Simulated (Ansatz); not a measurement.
## Hypothetical P6_3/mmc PbS: thickness series

Take PbS (space group P6_3/mmc, No. 194; a hypothetical phase, not in the database extracts checked) as the base.

```yaml
crystal:
  lattice:
    - [4.95109, 0.00000, 0.00000]
    - [-2.47554, 4.28777, 0.00000]
    - [0.00000, 0.00000, 5.91611]
  atoms:
    - { symbol: Pb, position: [0.66667, 0.33333, 0.25000] }
    - { symbol: Pb, position: [0.33333, 0.66667, 0.75000] }
    - { symbol: S, position: [0.66667, 0.33333, 0.75000] }
    - { symbol: S, position: [0.33333, 0.66667, 0.25000] }
```

Cartesian axes are those of the cell as printed.

Free-standing slabs (4 atom(s) a layer) normal to the y axis with 15 Å of vacuum; in-plane cell held at bulk.

Calculations: PBEsol (Ansatz, a first-principles code, PAW, scalar-relativistic without spin-orbit coupling).

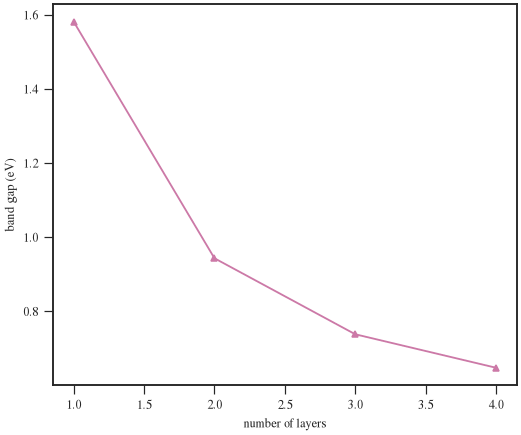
Figure. Band gap against number of layers

```csv
number of layers,band gap
1,1.58 eV
2,0.94 eV
3,0.74 eV
4,0.65 eV
```

Spin-orbit coupling, missing from the scalar runs, can matter with Pb. Stability against distortions was not tested. The base started in P6_3mc and relaxed to P6_3/mmc at this level.
